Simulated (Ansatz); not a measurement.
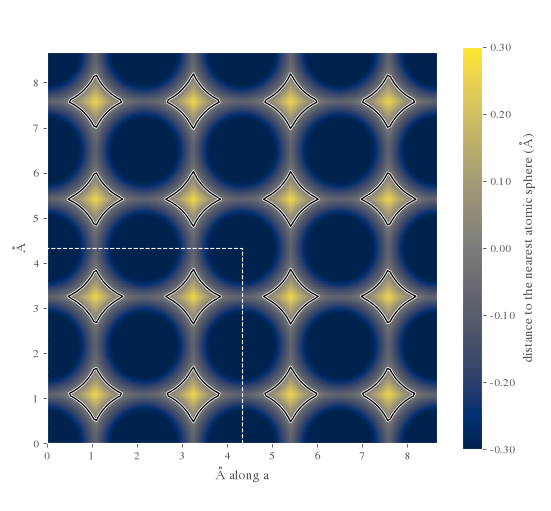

Map of the distance to the nearest atomic sphere in TiC (Fm-3m), computed on the section y = 0.250 (parallel to a and c; the dashed line is one cell). The black line marks the spheres' surfaces; positive values are empty space; unlabelled circles belong to atoms above or below the section.

Atoms are hard spheres with covalent radii (Cordero): Ti 1.60 Å, C 0.76 Å.

Source of the atomic positions: the end point of a relaxation with DFT PBE, scalar-relativistic, plane waves, PAW (Ansatz 0.2.0).

```xyz
8
Lattice="4.3327 0.0000 0.0000 0.0000 4.3327 0.0000 0.0000 0.0000 4.3327" Properties=species:S:1:pos:R:3 pbc="T T T"
Ti    0.0000    0.0000    0.0000
C     2.1664    0.0000    0.0000
Ti    0.0000    2.1664    2.1664
C     2.1664    2.1664    2.1664
Ti    2.1664    0.0000    2.1664
C     0.0000    0.0000    2.1664
Ti    2.1664    2.1664    0.0000
C     0.0000    2.1664    0.0000
```

Where is the largest hole in this section, and how large is it?

At 0.250, 0.250, 0.750 (fractional), where the distance reaches 0.28 Å; it is enclosed by 4 Ti in a tetrahedral arrangement. It is the largest hole of the crystal.

How much of the crystal lies outside the spheres?

About 10 % of the cell's volume, and 12 % of this section's area.

What can pass through?

The largest sphere that fits anywhere has a diameter of 0.55 Å; the largest that can travel through the crystal, about 0.2 Å.
